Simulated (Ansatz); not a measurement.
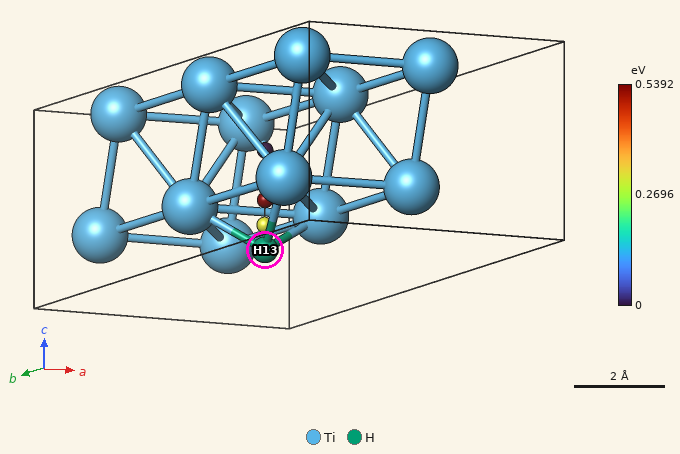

NEB run on Ti with an interstitial H (13 atoms in the cell). Images are numbered from 0 (start) to 4 (end). The start is drawn whole; smaller spheres mark the moving atoms (H) in the later images, joined by lines and coloured by the energy of the image relative to the start. A ball-and-stick model of the simulation cell (origin moved), seen from a free direction. The moving atom is ringed, with any periodic copies. Bonds to atoms that aren't drawn are left out.

Method: Ansatz 0.2.0, DFT PBE-D3(BJ), scalar-relativistic, plane waves, PAW. Set-up: plane-wave cutoff 420 eV; k-point mesh 3 × 2 × 4; Gaussian smearing 0.05 eV; 3 movable images; climbing image; force threshold 0.05 eV/Å; iteration limit 80; spring constant 1.0 eV/Å²; starting path by image-dependent pair potential.

What moves, how far, and at what cost in energy?

The H atom travels furthest, 2.35 Å from end to end, along +c, on a straight line. At the highest image its nearest neighbour (Ti) is 1.75 Å away, against 2.08 Å at the start, and the surrounding atoms stand up to 0.05 Å off the mean of their end positions. The two ends have the same energy, and the highest point, image 2, lies 0.54 eV above the start. The band converged in 5 iterations. The largest component of the band force went from 1.8 to 0.041 eV/Å. The climbing image converged on the top of the path. A check of its curvatures didn't confirm a first-order saddle.

Limits of the set-up: the periodic images lie only 4.7 Å apart, so the values are limited by the cell's size.
